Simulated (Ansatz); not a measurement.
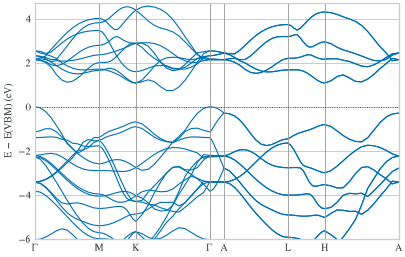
Figure: Band structure from plane-wave PAW LDA (Ansatz code)

**Question.** Read off the gap and where the band edges lie.

**Answer.** About 0.7 eV (0.71 eV by a search for the band edges); maximum at Γ, minimum on the K–Γ line, 46 % of the way from K.

**Question.** Pick the material that matches.
(A) MoS2, P6_3/mmc (Mo on 2c, S on 4f)
(B) MgTe, wurtzite
(C) CdS, wurtzite

**Answer.** A, MoS2, P6_3/mmc (Mo on 2c, S on 4f)

The cell was relaxed with LDA under the symmetry of its start; phonons on a q-mesh show no instability. No spin polarisation was allowed. A crystal of weakly bound layers computed without a dispersion correction: the cell and the soft elastic constants depend strongly on that. Scalar-relativistic: spin–orbit coupling is off unless named, which matters more the heavier the elements.

Potentials: the later of the program's two PAW sets.
